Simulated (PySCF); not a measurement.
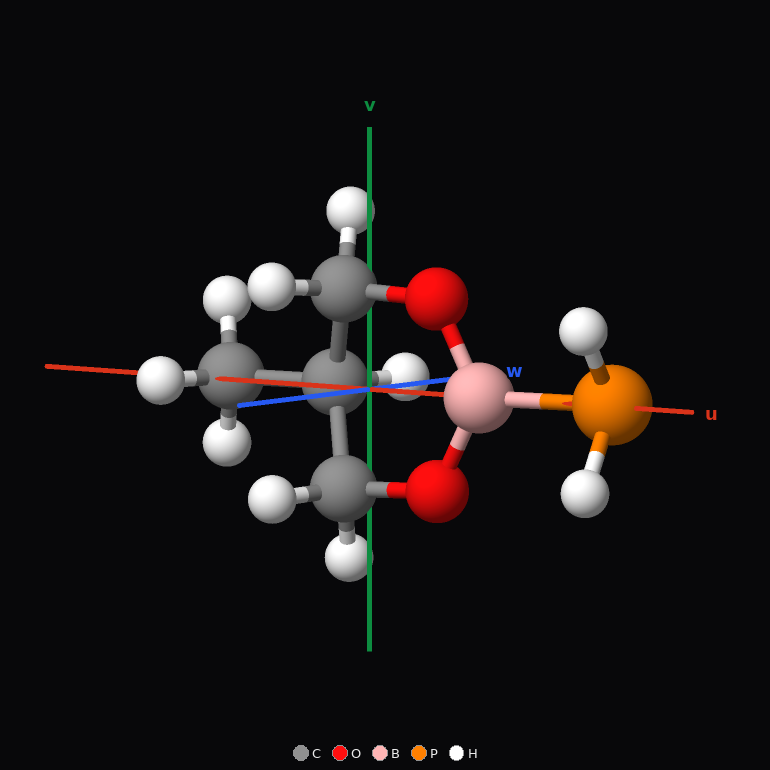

The lines u, v and w are the principal axes of the static dipole polarisability. The geometry was computed by an optimisation with GFN2-xTB. No frequency run is at hand to confirm it as a minimum. Level of theory: PBE0/def2-SVPD (PySCF 2.14.0).

**Along which axis is the molecule most polarisable, and along which least?**

Most along u, least along w.

**Give the three principal values.**

u 117.9, v 85.1, w 76.2 bohr³; mean 93.1, anisotropy 38.0 bohr³.

The geometry is semi-empirical. Around B, P such bond lengths and angles can be off by a tenth of an ångström or more and by several degrees, and values that hang on the shape move with them.
